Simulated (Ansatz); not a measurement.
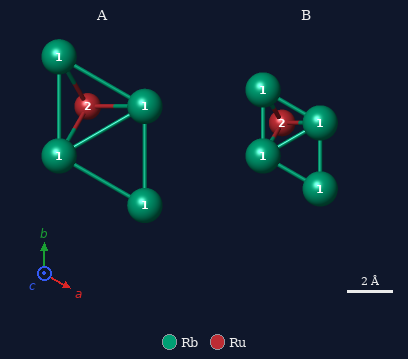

Two geometries of solid RbRu (a generated structure, set up in P-6m2), drawn at one scale. One is the start of a relaxation, the other its converged end. Style: ball-and-stick. Shown: the cell of the calculation, along the c axis.

Computed with Ansatz 0.2.0, DFT PBE, scalar-relativistic, plane waves, PAW. Settings: plane-wave cutoff 420 eV; k-point mesh 15 × 15 × 10; occupations gaussian; smearing width 0.1 eV; no spin polarisation; cell and atoms relaxed; force threshold 0.01 eV/Å; at most 80 steps.

> Which one is relaxed?

Structure B is the relaxed one. The energy falls by 1170 meV per atom in 10 accepted moves (11 points after the start). All forces vanish by symmetry, so only the cell relaxes. The pressure goes from −3.74 to 0.00 GPa. The SCF was repeated once at an unchanged geometry on a basis and grid sized afresh for the cell, which shifted the energy by 1.2 meV per atom at most. No atom moves by more than 0.005 Å relative to the cell. Cell: a = b 4.440 → 2.956 Å (−33.4 %), c 5.992 → 5.911 Å (−1.3 %). Volume −56.3 %. Near-neighbour distances that change, for instance: Rb1–Rb1 4.440 → 2.956 Å, Ru2–Ru2 4.440 → 2.956 Å, Rb1–Ru2 3.943 → 3.413 Å. Bond angles that change, for instance: Rb1–Ru2–Rb1 98.9° → 120.0°, Rb1–Ru2–Rb1 142.1° → 151.0°. The space group stays P-6m2 (No. 187). The run took 6.2 min on 1 thread of Arm Neoverse V2, on a shared host, peak memory 0.6 GiB.
